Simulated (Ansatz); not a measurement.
**[AlH4]− (SMILES [AlH4-]): CCSD(T)/6-31G**

Aim: the vertical ionisation energy of [AlH4]− at CCSD(T)/6-31G, from 2 runs. 

The calculation is run with Ansatz 0.2.0.

2 further runs of the same task are left out: 2 set aside as unsound or not needed.

## (1) Starting point

[AlH4]−: 5 atoms, total charge -1, spin state singlet. SMILES: `[AlH4-]`. Geometry: a GFN2-xTB relaxation, a rough one for these elements and not checked as a minimum.

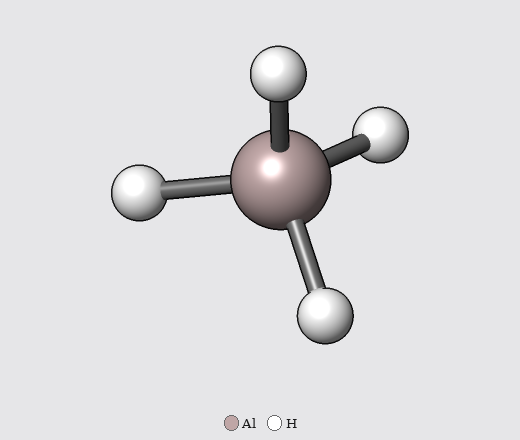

Viewed from a chosen angle; aluminium light grey, hydrogen white.

## (2) The energy at CCSD(T)/6-31G

input.yaml reads:

```yaml
crystal:
  periodic: [false, false, false]
  atoms:
    - {symbol: Al, position_ang: [-0.000020, 0.000060, -0.001080]}
    - {symbol: H, position_ang: [1.443510, -0.504270, 0.556410]}
    - {symbol: H, position_ang: [-1.182970, -0.604500, 0.939130]}
    - {symbol: H, position_ang: [-0.203840, -0.517130, -1.530710]}
    - {symbol: H, position_ang: [-0.056670, 1.625850, 0.036250]}
basis:
  gaussian: {orbitals: 6-31G}
total_charge: -1
correlation: {method: ccsd_t, frozen_orbitals: {Al: 5, H: 0}}
accuracy: high
scf: {omitted_lower_state_checks: [cluster_reference, increment]}
```

On the command line:

```
$ ansatz run input.yaml --threads 1 --pin off --max-ram 2610MiB --events-out events.jsonl --progress --plain --runs-dir runs
```

Output, cut to the lines that bear on the results:

```text
Warning: RAYON_NUM_THREADS=1 ignored (pool sized by the plan → 1); use --threads N
Functional definition: HF
  name "HF"
[...]
483 factors; integrals over basis functions are off by at most 2.7e-9 eV
[...]
mean field -6644.55874472 eV, -244.1830300249 hartree, gradient 2.0e-8 eV, S^2 0.000000; 0 other end points of the search recorded, 0 dependent functions left out
5 core orbitals not correlated: weight in the atoms' cores, before any rotation towards them, 1.000 or more for the frozen orbitals, at most 0.000 for the correlated occupied ones
reference -6644.55874472 eV, -244.1830300249 hartree; 4, 4 occupied and 12, 12 virtual orbitals, 483 factors
second order -1.46258207 eV of doubles, -0.00000000 eV of singles
cycle   1  -1.84803014 eV  change   -3.9e-1 eV  update   5.4e-2
[...]
cycle  17  -2.05027117 eV  change  -3.5e-10 eV  update  4.2e-10
perturbative correction -0.02246753 eV, -0.0008256665 hartree
Total energy: -6646.63148342 eV, -244.2592017672 hartree
Checks for a lower state left out: cluster_reference, increment
```

It took 0.22 s on 1 thread of Arm Neoverse V1, shared host.

## (3) Doublet neutral AlH4, same level

job.yaml reads:

```yaml
crystal:
  periodic: [false, false, false]
  atoms:
    - {symbol: Al, position_ang: [-0.000020, 0.000060, -0.001080]}
    - {symbol: H, position_ang: [1.443510, -0.504270, 0.556410]}
    - {symbol: H, position_ang: [-1.182970, -0.604500, 0.939130]}
    - {symbol: H, position_ang: [-0.203840, -0.517130, -1.530710]}
    - {symbol: H, position_ang: [-0.056670, 1.625850, 0.036250]}
basis:
  gaussian:
    orbitals: 6-31G
magnetization:
  spin_polarized: true
  initial_magnetization: 1
correlation:
  method: ccsd_t
  frozen_orbitals: {Al: 5, H: 0}
accuracy: high
scf:
  omitted_lower_state_checks: [cluster_reference, increment]
```

On the command line:

```
$ ansatz run job.yaml --threads 1 --pin off --max-ram 2610MiB --events-out events.jsonl --progress --plain --runs-dir runs
```

Output, cut to the lines that bear on the results:

```text
Warning: RAYON_NUM_THREADS=1 ignored (pool sized by the plan → 1); use --threads N
Functional definition: HF
  name "HF"
[...]
483 factors; integrals over basis functions are off by at most 2.7e-9 eV
[...]
mean field -6640.52585709 eV, -244.0348241380 hartree, gradient 3.6e-8 eV, S^2 0.762020; 6 other end points of the search recorded, 0 dependent functions left out
5 core orbitals not correlated: weight in the atoms' cores, before any rotation towards them, 1.000 or more for the frozen orbitals, at most 0.000 for the correlated occupied ones
reference -6640.52585709 eV, -244.0348241380 hartree; 4, 3 occupied and 12, 13 virtual orbitals, 483 factors
second order -1.26098549 eV of doubles, -0.00000000 eV of singles
cycle   1  -1.62255748 eV  change   -3.6e-1 eV  update   6.0e-2
[...]
cycle  35  -1.87568197 eV  change   2.3e-10 eV  update  4.2e-10
perturbative correction -0.03090240 eV, -0.0011356423 hartree
Total energy: -6642.43244146 eV, -244.1048898212 hartree
Checks for a lower state left out: cluster_reference, increment
```

Run time: 0.52 s. Hardware: 1 thread of Arm Neoverse V1, shared host.

## (4) Summary of results

Level: CCSD(T)/6-31G, 5 core orbitals frozen.

| quantity | value |
| --- | --- |
| singlet [AlH4]−: total energy | -244.25920 Eh |
| singlet [AlH4]−: correlation energy (5 core orbitals frozen) | -76.2 mEh |
| singlet [AlH4]−: (T) correction | -0.83 mEh |
| singlet [AlH4]−: T1 diagnostic | 0.014 |
| doublet neutral AlH4: total energy | -244.10489 Eh |
| doublet neutral AlH4: correlation energy (5 core orbitals frozen) | -70.1 mEh |
| doublet neutral AlH4: (T) correction | -1.14 mEh |
| doublet neutral AlH4: ⟨S²⟩ of the reference determinant | 0.762 |
| doublet neutral AlH4: T1 diagnostic | 0.027 |
| vertical detachment energy (to the doublet neutral) | 4.199 eV |

What this shows: Removing an electron at fixed nuclei costs 4.20 eV (97 kcal/mol). The triples (singlet [AlH4]−) make up 1.1 % of the correlation energy. The triples (doublet neutral AlH4) make up 1.6 % of the correlation energy.
